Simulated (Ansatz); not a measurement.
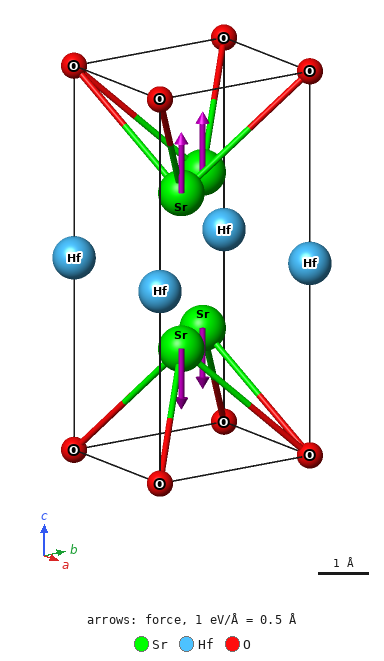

Starting geometry of crystalline Sr$_{4}$HfO (a generated structure, set up in P6/mmm) (coarse preliminary run) with the computed forces as purple arrows. Style: ball-and-stick. Shown: the cell of the calculation, slightly off an axis.

The calculation used DFT PBE, scalar-relativistic, plane waves, PAW in Ansatz 0.2.0.

Input
```yaml
crystal:
  lattice:
    - [4.83783535, 0.0, 0.0]
    - [-2.41891767, 4.18968831, 0.0]
    - [0.0, 0.0, 7.87649239]
  atoms:
    - { symbol: Sr, position: [0.33333333, 0.66666667, 0.29717092] }
    - { symbol: Sr, position: [0.66666667, 0.33333333, 0.29717092] }
    - { symbol: Sr, position: [0.66666667, 0.33333333, 0.70282908] }
    - { symbol: Sr, position: [0.33333333, 0.66666667, 0.70282908] }
    - { symbol: Hf, position: [0.0, 0.0, 0.5] }
    - { symbol: O, position: [0.0, 0.0, 0.0] }
basis:
  ecutwfc: 420
kpoints:
  mp_grid: { grid: [6, 6, 2] }
hamiltonian:
  xc: pbe
scf:
  occupations: { method: gaussian, width: 0.1 }
  lower_state_search: "off"
output:
  forces: true
  stress: true
  eigenvalues: true
relax:
  adjacent_minimum: "off"
  f_tol: 0.04
  max_steps: 70
  cell: { stress_tol: 0.4 }
```

Launched with:
```bash
ansatz run input.yaml --threads 1 --pin off --max-ram 2560MiB --backend cpu --events-out ev --progress --plain --runs-dir out
```

What follows when this structure is relaxed?

It isn't relaxed: the largest force vector, on Sr atoms, is 2.50 eV/Å. The atoms end up moving mostly along the starting forces (cosine between the two patterns 1.00). The largest moves relative to the cell, 0.29 Å, are those of Sr1, Sr2, Sr3 and Sr4. Sr4 goes along +c. Hf and O stay in place. The drawn cell changes as follows: a = b 4.838 → 5.853 Å (+21.0 %), c 7.876 → 6.847 Å (−13.1 %); the volume changes by +27.3 %. Near-neighbour distances that change, for instance: Sr1–Sr4 4.681 → 3.499 Å, Sr1–Sr2 2.793 → 3.379 Å, Sr1–Hf5 3.218 → 3.771 Å, Hf5–O6 3.938 → 3.423 Å. The space group stays P6/mmm (No. 191). After 7 accepted moves (9 points after the start) the energy has fallen by 4.522 eV per cell of the calculation. Largest force component: 2.5 eV/Å at the start, 0.015 eV/Å at the end. Pressure: 13.76 GPa at the start and −0.01 GPa at the end. At 2 points the geometry stayed and the basis and grid were re-selected for the new cell (energy shift of 0.187 eV per cell of the calculation at most each time).

Limits of the set-up: the k-point mesh is coarse for a cell with partly filled bands.
